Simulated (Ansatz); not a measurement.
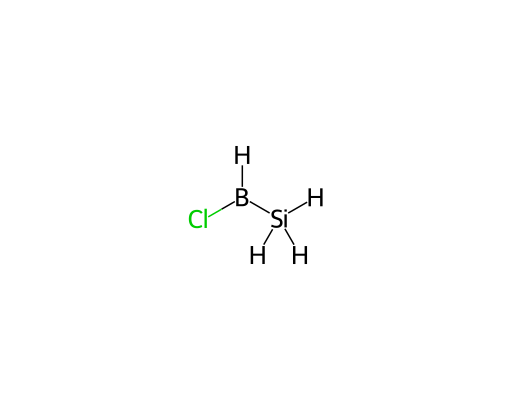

The geometry was computed by an optimisation with PBE0-D4/def2-TZVP. No frequency run is at hand to confirm it as a minimum. Method: RKS PBE0-D4/def2-TZVPP (Ansatz 0.2.0).

Computed properties:

The species is BClH4Si (`[SiH3]BCl`).
- HOMO energy (Kohn–Sham orbital): −7.99 eV
- LUMO energy (Kohn–Sham orbital): −2.28 eV
- HOMO–LUMO gap: 5.71 eV
- dispersion correction: −10.4 kJ/mol
